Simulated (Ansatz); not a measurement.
TiO2 (rutile): scan of one atom of the cell

Relaxed TiO$_{2}$ (rutile):

```
CELL_PARAMETERS angstrom
      4.59673     0.00000     0.00000
      0.00000     4.59673     0.00000
      0.00000     0.00000     2.95369
ATOMIC_POSITIONS crystal
  Ti 0.00000 0.00000 0.00000
  Ti 0.50000 0.50000 0.50000
  O  0.30461 0.30461 0.00000
  O  0.80461 0.19539 0.50000
  O  0.19539 0.80461 0.50000
  O  0.69539 0.69539 0.00000
```

Scan: atom 2 (Ti, nearest neighbour O at 1.948 Å; its periodic images, 3.0 Å or more away, move with it) is displaced along Cartesian [110], direction (0.707, 0.707, 0.000) in Cartesian axes, by s. The other atoms stay.

Level of theory: r2SCAN (plane waves to 500 eV, PAW, scalar-relativistic; Ansatz, a program for electronic structure). k mesh 6×6×9 (Γ-centred), Fermi-Dirac smearing 0.05 eV. E stands for the smeared free energy. TiO2 is run without spin polarisation. TiO2 was relaxed with its symmetry unable to fall. The zero of ΔE is the undisplaced structure.

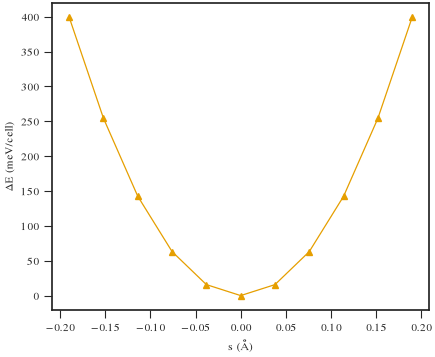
Figure: ΔE (meV/cell) against s (Å); markers are the computed points, lines only join them.

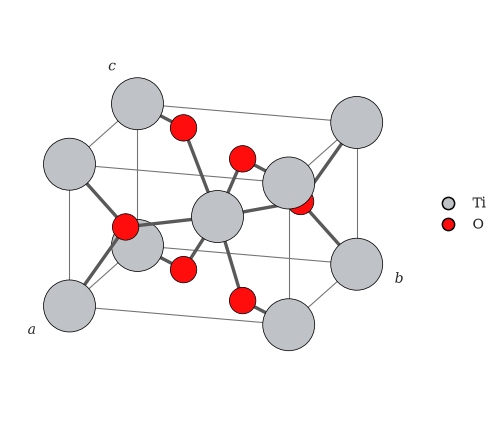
The cell of the calculation at s = 0.190 Å.

The force along the line at s = -0.190 Å is 4.26 eV/Å and the force constant k = d²E/ds² at s = 0 (finite differences) is 21.8 eV/Å². Symmetry of the curve: even: the same for both signs. Shape of the curve: a single well with its minimum at or next to zero displacement. Harmonic estimate at the end of the scan: ½ks² = 393 meV/cell against the computed 399 meV/cell, so the well is close to harmonic there.

With its periodic images moving along, the atom's site symmetry in this cell is mmm.

(A displaced cell: forces are minus the slopes of the energy, force constants its curvatures, and phonons follow from these.)
